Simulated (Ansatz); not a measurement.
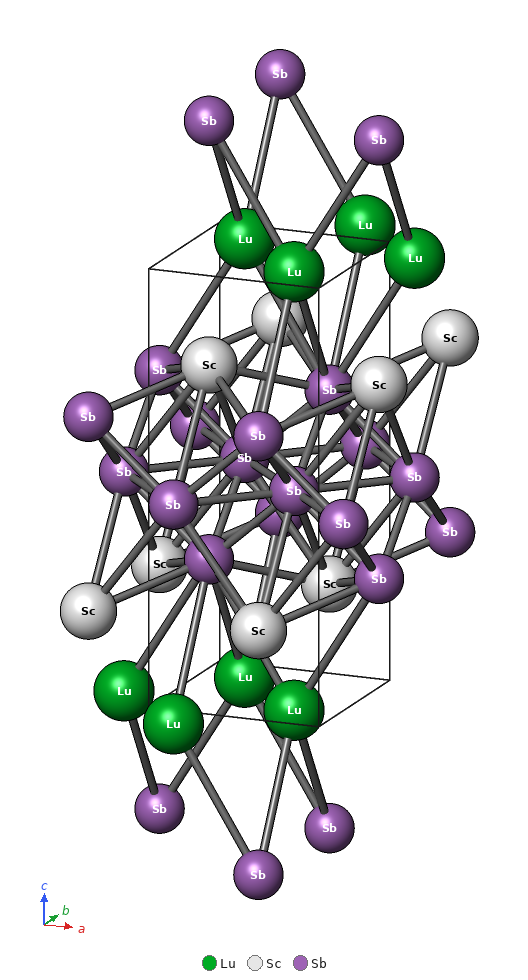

Crystal structure, ball-and-stick style, seen slightly off an axis. The simulation cell is outlined; an atom on or near a face, edge or corner is repeated at each equivalent position. Atoms outside the box are added where they are bonded to one inside.

```yaml
crystal:
  lattice:
    - [4.25071, 0.00000, 0.00000]
    - [0.00000, 4.25071, 0.00000]
    - [0.00000, 0.00000, 10.51903]
  atoms:
    - { symbol: Lu, position: [0.75000, 0.25000, 0.00000] }
    - { symbol: Lu, position: [0.25000, 0.75000, 0.00000] }
    - { symbol: Sc, position: [0.25000, 0.25000, 0.76510] }
    - { symbol: Sc, position: [0.75000, 0.75000, 0.23490] }
    - { symbol: Sb, position: [0.25000, 0.25000, 0.32200] }
    - { symbol: Sb, position: [0.75000, 0.75000, 0.67800] }
    - { symbol: Sb, position: [0.75000, 0.25000, 0.50000] }
    - { symbol: Sb, position: [0.25000, 0.75000, 0.50000] }
```

Setup: DFT, PAW plane waves, r2SCAN in Ansatz 0.2.0; plane waves up to 500 eV, k-points on an 8×8×4 grid, Gaussian smearing of 0.16 eV, no spin polarisation. The pressure of the cell is 15 GPa.

Q: How charged are the atoms, by the Bader scheme?

A: Lu +0.28 e; Sc +0.88 e; Sb -1.03 to -0.13 e.

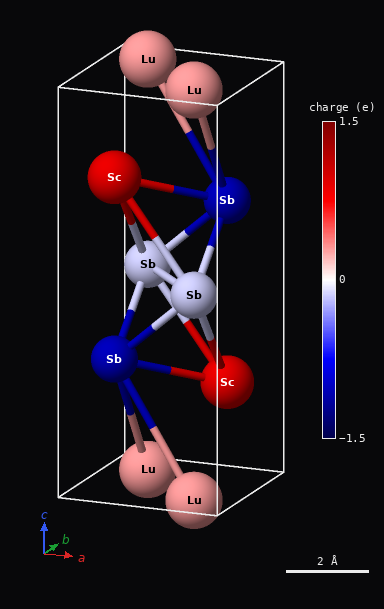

The atoms coloured by those charges.

Where the cell comes from: a generated cell, made by putting these elements into a known structure type (the compound may or may not exist in this form). No relaxation was applied. It was the input of a calculation with Ansatz.

At this level of theory the cell isn't at rest (compressed, at 15 GPa and forces up to 6.5 eV/Å), so its distances can differ from those at equilibrium, the more so the softer the solid.
